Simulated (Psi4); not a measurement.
# CO (carbon monoxide) at PBE/cc-pVDZ (sweep point 4)

What is the vertical singlet–triplet gap of CO (carbon monoxide) at PBE/cc-pVDZ (sweep point 4)? 

The results are computed with Psi4 1.11.

4 further runs of the same task are left out: 4 set aside as unsound or not needed.

**1. The structure to begin with**

CO: 2 atoms, total charge 0, spin state singlet. SMILES: `[C-]#[O+]`. The shape is that of a PBE0-D4/def2-TZVP optimisation.

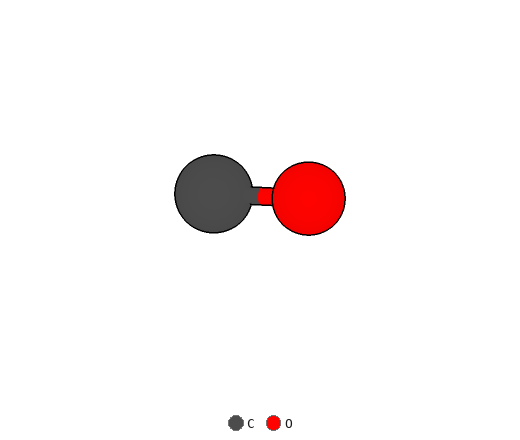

Viewed from a chosen angle; carbon dark grey, oxygen red.

**2. The energy at PBE/cc-pVDZ (sweep point 4)**

Contents of job.dat:

```
memory 1.6 GB

molecule system {
  C      0.90687957    -0.29309652     0.46714030
  O     -0.90687957     0.29309652    -0.46714030
  units au
  symmetry c1
}

set {
  puream               true
  scf_type             pk
  dft_radial_points    50
  dft_spherical_points 194
}

energy("pbe/cc-pVDZ")
```

Started as:

```bash
$ psi4 -i job.dat -o job.out -n 1
```

job.out:

```text
Psi4 1.11 release

   => Loading Basis Set <=

    Name: CC-PVDZ
    Role: ORBITAL
    Keyword: BASIS

         ---------------------------------------------------------
                                   SCF
                              RKS Reference
                        1 Threads,   1525 MiB Core
         ---------------------------------------------------------

  ==> Geometry <==

    Molecular point group: c1
    Full point group: C_inf_v

    Geometry (in Bohr), charge = 0, multiplicity = 1:

       Center              X                  Y                   Z               Mass
    ------------   -----------------  -----------------  -----------------  -----------------
         C           -0.000000000000    -0.000000000000     1.212855892648    12.000000000000
         O            0.000000000000     0.000000000000    -0.909931128608    15.994914619570

  Running in c1 symmetry.

  Rotational constants: A = ************  B =      1.94849  C =      1.94849 [cm^-1]
  Rotational constants: A = ************  B =  58414.15000  C =  58414.15000 [MHz]
  Nuclear repulsion =   22.611783245024760

  Charge       = 0
  Multiplicity = 1
  Electrons    = 14
  Nalpha       = 7
  Nbeta        = 7

  ==> Algorithm <==

  SCF Algorithm Type is PK.
  DIIS enabled.
  MOM disabled.
  Fractional occupation disabled.
  Guess Type is SAD.
  Energy threshold   = 1.00e-06
  Density threshold  = 1.00e-06
  Integral threshold = 1.00e-12

  ==> Primary Basis <==

  Basis Set: CC-PVDZ
    Blend: CC-PVDZ
    Number of shells: 12
    Number of basis functions: 28
    Number of Cartesian functions: 30
    Spherical Harmonics?: true
    Max angular momentum: 2

  ==> DFT Potential <==

   => LibXC <=

    Version 7.1.2

   => Composite Functional: PBE <=

    PBE GGA Exchange-Correlation Functional

    Deriv               =              1
    GGA                 =           TRUE
    Meta                =          FALSE

    Exchange Hybrid     =          FALSE
    MP2 Hybrid          =          FALSE

   => Exchange Functionals <=

    1.0000     XC_GGA_X_PBE

   => Correlation Functionals <=

    1.0000     XC_GGA_C_PBE

   => LibXC Density Thresholds  <==

    XC_GGA_C_PBE:  1.00E-12
    XC_GGA_X_PBE:  1.00E-15

   => Molecular Quadrature <=

    Radial Scheme          =       TREUTLER
    Pruning Scheme         =           NONE
    Nuclear Scheme         =       TREUTLER

    Blocking Scheme        =         OCTREE
    BS radius alpha        =              1
    Pruning alpha          =              1
    Radial Points          =             50
    Spherical Points       =            194
    Total Points           =          18562
    Total Blocks           =            189
    Max Points             =            252
    Max Functions          =             28
    Weights Tolerance      =       1.00E-15

  ==> Integral Setup <==

  Using in-core PK algorithm.
   Calculation information:
      Number of atoms:                   2
      Number of AO shells:              12
      Number of primitives:             44
      Number of atomic orbitals:        30
      Number of basis functions:        28

      Integral cutoff                 1.00e-12
      Number of threads:                 1

  Performing in-core PK
  Using 165242 doubles for integral storage.
  We computed 3081 shell quartets total.
  Whereas there are 3081 unique shell quartets.

  ==> DiskJK: Disk-Based J/K Matrices <==

    J tasked:                  Yes
    K tasked:                   No
    wK tasked:                  No
    Memory [MiB]:             1128
    Schwarz Cutoff:          1E-12

  Cached 100.0% of DFT collocation blocks in 0.015 [GiB].

  Minimum eigenvalue in the overlap matrix is 2.1599240577E-02.
  Reciprocal condition number of the overlap matrix is 7.0705719913E-03.
    Using symmetric orthogonalization.

  ==> Pre-Iterations <==

  SCF Guess: Superposition of Atomic Densities via on-the-fly atomic UHF (no occupation information).

   -------------------------
    Irrep   Nso     Nmo
   -------------------------
     A         28      28
   -------------------------
    Total      28      28
   -------------------------

  ==> Iterations <==

                        Total Energy        Delta E     RMS |[F,P]|

   @RKS iter SAD:  -112.80780539079034   -1.12808e+02   0.00000e+00
   @RKS iter   1:  -113.13803627502968   -3.30231e-01   1.31302e-02 DIIS/ADIIS
   @RKS iter   2:  -113.03103525468308    1.07001e-01   2.35859e-02 DIIS/ADIIS
   @RKS iter   3:  -113.17269491323667   -1.41660e-01   7.53979e-03 DIIS/ADIIS
   @RKS iter   4:  -113.19336686634381   -2.06720e-02   8.19017e-04 DIIS/ADIIS
   @RKS iter   5:  -113.19357461112014   -2.07745e-04   9.93388e-05 DIIS
   @RKS iter   6:  -113.19357789469140   -3.28357e-06   1.92995e-05 DIIS
   @RKS iter   7:  -113.19357801246350   -1.17772e-07   7.25340e-07 DIIS
  Energy and wave function converged.

  ==> Post-Iterations <==

   Electrons on quadrature grid:
      Ntotal   =   14.0000037999 ; deviation = 3.800e-06

    Orbital Energies [Eh]
    ---------------------

    Doubly Occupied:

       1A    -18.865883     2A     -9.999971     3A     -1.073065
       4A     -0.507541     5A     -0.425176     6A     -0.425176
       7A     -0.316426

    Virtual:

       8A     -0.054645     9A     -0.054645    10A      0.222349
      11A      0.423658    12A      0.423658    13A      0.516746
      14A      0.698513    15A      0.770360    16A      0.887877
      17A      0.887877    18A      1.050368    19A      1.050368
      20A      1.232376    21A      1.232376    22A      1.600885
      23A      1.926546    24A      2.475090    25A      2.475121
      26A      2.949825    27A      2.949825    28A      3.368962

    Final Occupation by Irrep:
              A
    DOCC [     7 ]
    NA   [     7 ]
    NB   [     7 ]

  @RKS Final Energy:  -113.19357801246350

   => Energetics <=

    Nuclear Repulsion Energy =             22.6117832450247604
    One-Electron Energy =                -198.5272607005977648
    Two-Electron Energy =                  76.5019102913535960
    DFT Exchange-Correlation Energy =     -13.7800108482440873
    Empirical Dispersion Energy =           0.0000000000000000
    VV10 Nonlocal Energy =                  0.0000000000000000
    Total Energy =                       -113.1935780124635045

Computation Completed

Properties will be evaluated at   0.000000,   0.000000,   0.000000 [a0]

Properties computed using the SCF density matrix

 Multipole Moments:

 ------------------------------------------------------------------------------------
     Multipole            Electronic (a.u.)      Nuclear  (a.u.)        Total (a.u.)
 ------------------------------------------------------------------------------------

 L = 1.  Multiply by 2.5417464519 to convert [e a0] to [Debye]
 Dipole X            :         -0.0000000            0.0000000           -0.0000000
 Dipole Y            :          0.0000000            0.0000000            0.0000000
 Dipole Z            :         -0.1360263           -0.0023137           -0.1383400
 Magnitude           :                                                    0.1383400

 ------------------------------------------------------------------------------------

	total time  =          1 seconds =       0.02 minutes

    Psi4 run time: 0:00:01.08
```

It took 2.5 s on 1 thread of Intel Xeon Platinum 8259CL at 2.50GHz (Skylake/Cascade Lake), shared host; peak memory 0.23 GiB.

**3. The triplet, same level**

Contents of input.in:

```
memory 1600 MB

molecule {
  0 3
  C      0.90687957    -0.29309652     0.46714030
  O     -0.90687957     0.29309652    -0.46714030
  units au
  symmetry c1
}

set basis cc-pVDZ
set reference uks
set puream true
set scf_type pk
set dft_radial_points 50
set dft_spherical_points 194
set maxiter 150

E, wfn = energy('pbe', return_wfn=True)
```

Started as:

```bash
$ psi4 -i input.in -o input.out -n 1
```

input.out:

```text
[...]
  Running in c1 symmetry.
[...]
  Nuclear repulsion =   22.611783245024760
[...]
  Multiplicity = 3
[...]
  Nalpha       = 8
  Nbeta        = 6
[...]
    Number of basis functions: 28
[...]
   @UKS iter   1:  -112.87223703085739   -6.44316e-02   1.76956e-02 DIIS/ADIIS
[...]
   @UKS iter   9:  -112.96903031133144   -9.92287e-10   1.13266e-07 DIIS
[...]
   @S^2 Observed:                2.007620084E+00
[...]
    Orbital Energies [Eh]
    ---------------------
    Alpha Occupied:
       1A    -18.830660     2A    -10.023186     3A     -1.053537
       4A     -0.508477     5A     -0.414527     6A     -0.413254
       7A     -0.400841     8A     -0.089104
    Alpha Virtual:
       9A     -0.082923    10A      0.207822    11A      0.391855
      12A      0.397396    13A      0.440228    14A      0.679657
      15A      0.782675    16A      0.906590    17A      0.907622
      18A      1.012030    19A      1.015583    20A      1.183081
      21A      1.187880    22A      1.602552    23A      1.893923
      24A      2.502642    25A      2.504351    26A      2.958560
[...]
  @UKS Final Energy:  -112.96903031133144
   => Energetics <=
    Nuclear Repulsion Energy =             22.6117832450247604
    One-Electron Energy =                -198.4682288634580800
    Two-Electron Energy =                  76.7206037318295841
    DFT Exchange-Correlation Energy =     -13.8331884247276946
    Empirical Dispersion Energy =           0.0000000000000000
    VV10 Nonlocal Energy =                  0.0000000000000000
    Total Energy =                       -112.9690303113314371
[...]
 Multipole Moments:
 ------------------------------------------------------------------------------------
     Multipole            Electronic (a.u.)      Nuclear  (a.u.)        Total (a.u.)
 ------------------------------------------------------------------------------------
 L = 1.  Multiply by 2.5417464519 to convert [e a0] to [Debye]
 Dipole X            :         -0.0000000            0.0000000           -0.0000000
 Dipole Y            :         -0.0000000            0.0000000           -0.0000000
 Dipole Z            :          0.3962843           -0.0023137            0.3939706
 Magnitude           :                                                    0.3939706
[...]
```

Wall time 2.8 s (1 thread of Intel Xeon Platinum 8259CL at 2.50GHz (Skylake/Cascade Lake), shared host); peak memory 0.22 GiB.

**4. Results**

Level: PBE/cc-pVDZ (sweep point 4).

```
                                        quantity          value
                           singlet: total energy  -113.19358 Eh
                          singlet: dipole moment         0.35 D
                            singlet: HOMO energy       -8.61 eV
                            singlet: LUMO energy       -1.49 eV
                          singlet: HOMO–LUMO gap        7.12 eV
                           triplet: total energy  -112.96903 Eh
                          triplet: dipole moment         1.00 D
     triplet: HOMO energy (highest over α and β)       -2.42 eV
                                   triplet: ⟨S²⟩          2.008
vertical energy of the triplet above the singlet       6.110 eV
```

What this shows: At this shape the triplet lies 6.11 eV (590 kJ/mol) above the singlet.
